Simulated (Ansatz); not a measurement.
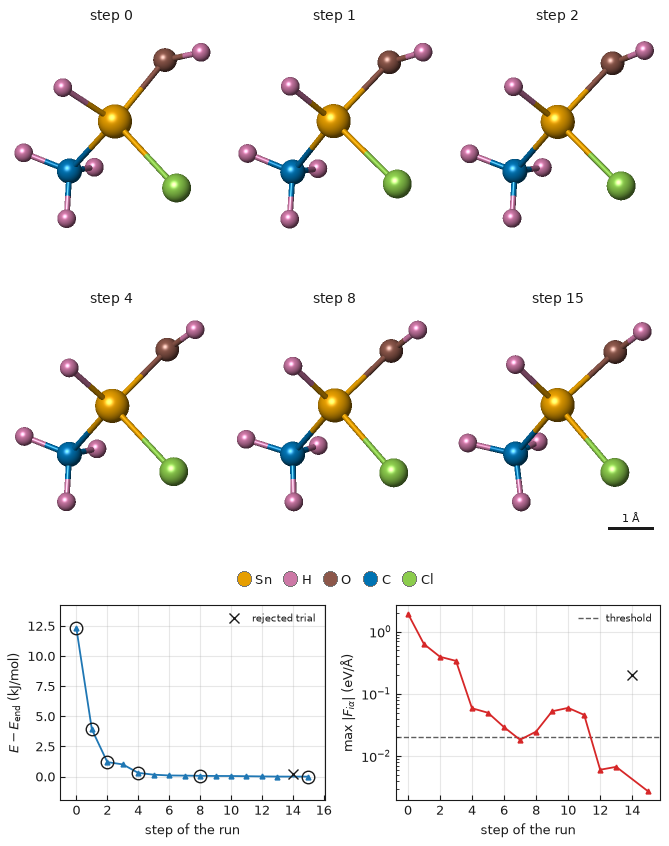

Frames of a relaxation of CH5ClOSn, marked on the history of the run. A ball-and-stick model, seen from a free direction.

The run prepares the start of a later molecular dynamics calculation, from a guessed geometry.

The calculation used RKS B3LYP-D4/def2-SVP in Ansatz.

Input
```yaml
crystal:
  periodic: [false, false, false]
  atoms:
    - { symbol: Sn, position_ang: [0.0, 0.0, 0.0] }
    - { symbol: H, position_ang: [0.0, 0.0, 1.74] }
    - { symbol: O, position_ang: [1.8483, 0.0, -0.6527] }
    - { symbol: H, position_ang: [2.1646, -0.9521, -0.7693] }
    - { symbol: C, position_ang: [-1.0126, 1.7544, -0.716] }
    - { symbol: H, position_ang: [-2.0653, 1.5008, -0.9603] }
    - { symbol: H, position_ang: [-0.9943, 2.5391, 0.069] }
    - { symbol: H, position_ang: [-0.5023, 2.131, -1.6269] }
    - { symbol: Cl, position_ang: [-1.1351, -1.9666, -0.8025] }
basis:
  gaussian: { orbitals: def2-SVP }
hamiltonian:
  xc: b3lyp
  dispersion: d4
relax:
  f_tol: 0.02
  max_steps: 40
```

Launched with:
```bash
ansatz run input.yaml --threads 2 --pin off --max-ram 3072MiB --backend cpu --events-out ev --progress --plain --runs-dir out
```

> Describe the path.

The largest moves after the best rigid fit, 0.23 Å, are those of O3 and H6. By element the largest moves are O 0.23 Å, H 0.23 Å, Cl 0.19 Å, Sn 0.08 Å, C 0.02 Å. Near-neighbour distances that change, for instance: O3–H4 1.010 → 0.967 Å, Sn1–O3 1.960 → 1.991 Å, Sn1–Cl9 2.408 → 2.381 Å, Sn1–H2 1.740 → 1.721 Å. Bond angles that change, for instance: H2–Sn1–C5 109.5° → 120.4°, O3–Sn1–C5 109.5° → 104.0°, Sn1–O3–H4 109.5° → 113.4°. Groups turn about Sn1–O3 by about 25°. Over 14 accepted moves (15 points after the start) the energy falls by 12.3 kJ/mol. Largest force component: 2 eV/Å at the start, 0.0027 eV/Å at the end. The line search rejected the trial step at point 14 of the run. The forces were under the threshold at step 7, but the run went on from there. From step 0 to 1: H2 moves most (0.19 Å), energy −8.38 kJ/mol. From step 1 to 2: H8 moves most (0.07 Å), energy −2.71 kJ/mol. From step 2 to 4: H4 moves most (0.12 Å), energy −0.89 kJ/mol. From step 4 to 8: H6 moves most (0.10 Å), energy −0.25 kJ/mol. From step 8 to 15: H atoms move most (0.11 Å), energy −0.07 kJ/mol.

```csv
step,"E − E(0), kJ/mol","largest force component, eV/Å",note
0,0.00,1.9501,
1,-8.38,0.6328,
2,-11.09,0.3956,
3,-11.28,0.3396,
4,-11.98,0.0589,
5,-12.14,0.0498,
6,-12.20,0.0292,
7,-12.21,0.0184,
8,-12.23,0.0248,
9,-12.24,0.0526,
10,-12.24,0.0597,
11,-12.26,0.0461,
12,-12.28,0.0061,
13,-12.29,0.0067,
14,-12.04,0.2004,rejected
15,-12.30,0.0027,
```
